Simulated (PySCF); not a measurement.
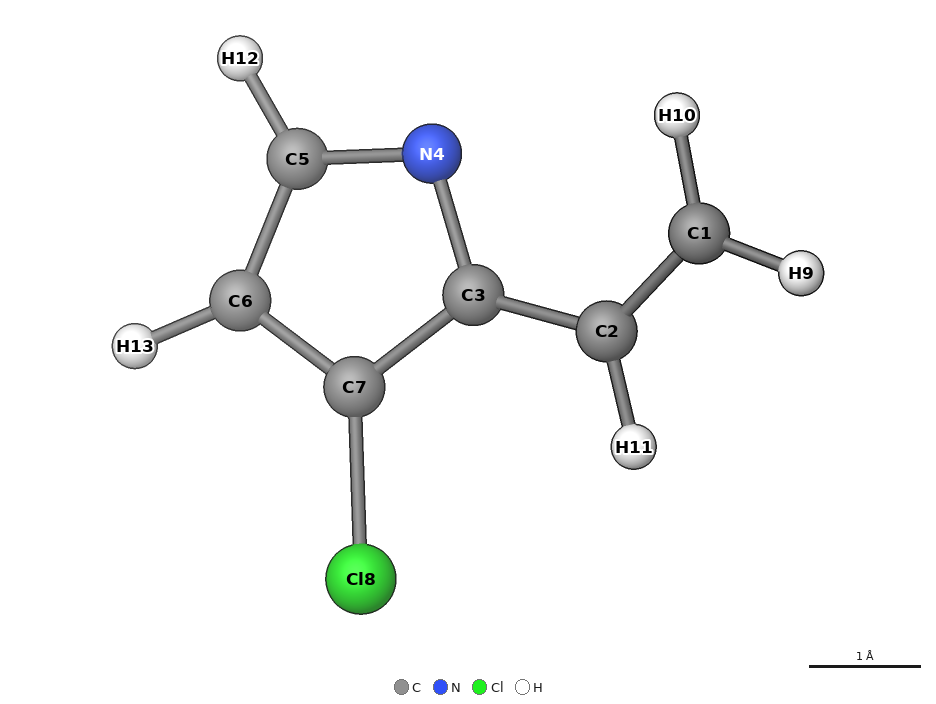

Numbered structure. Charge −1, singlet. Geometry: a frame of a GFN2-xTB molecular-dynamics simulation, not a minimum.

Estimate the angles C1–C2–C3, C2–C1–H10, C2–C3–C7, C3–C2–H11, C3–N4–C5, C3–C7–C6, C3–C7–Cl8, N4–C5–C6, C5–C6–C7, C5–C6–H13, C6–C7–Cl8, C7–C6–H13.

```json
{"angle": "C1–C2–C3", "degrees": "124.4"}
{"angle": "C2–C1–H10", "degrees": "120.6"}
{"angle": "C2–C3–C7", "degrees": "129.5"}
{"angle": "C3–C2–H11", "degrees": "115.5"}
{"angle": "C3–N4–C5", "degrees": "106.6"}
{"angle": "C3–C7–C6", "degrees": "109.2"}
{"angle": "C3–C7–Cl8", "degrees": "123.3"}
{"angle": "N4–C5–C6", "degrees": "113.4"}
{"angle": "C5–C6–C7", "degrees": "102.9"}
{"angle": "C5–C6–H13", "degrees": "134.1"}
{"angle": "C6–C7–Cl8", "degrees": "127.4"}
{"angle": "C7–C6–H13", "degrees": "123.0"}
```
